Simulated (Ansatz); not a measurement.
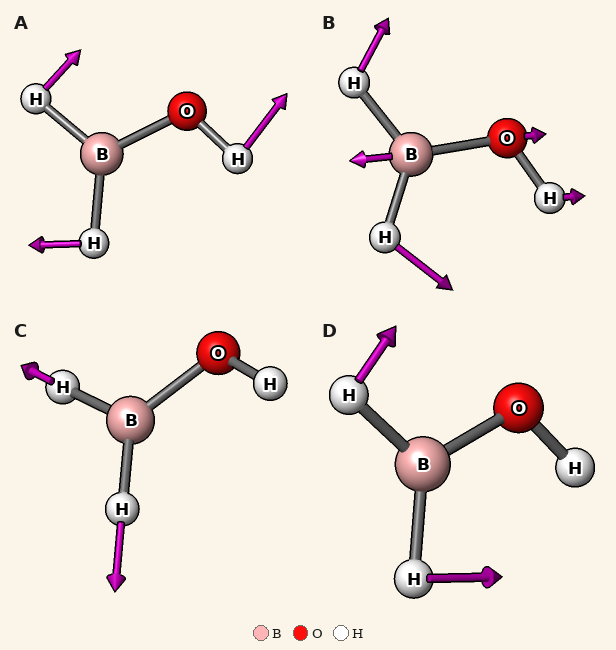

4 normal modes of one molecule or complex, as arrows. Harmonic vibrations computed with RKS PBE0-D4/def2-TZVP (Ansatz 0.2.0) at a stationary point of the same level.

Match the panels to the wavenumbers 884 cm⁻¹, 1183 cm⁻¹, 1386 cm⁻¹, 2555 cm⁻¹.

Answer. A: 884 cm⁻¹, H–B–O bending
B: 1386 cm⁻¹
C: 2555 cm⁻¹, in-phase stretching of 2 B–H bonds
D: 1183 cm⁻¹
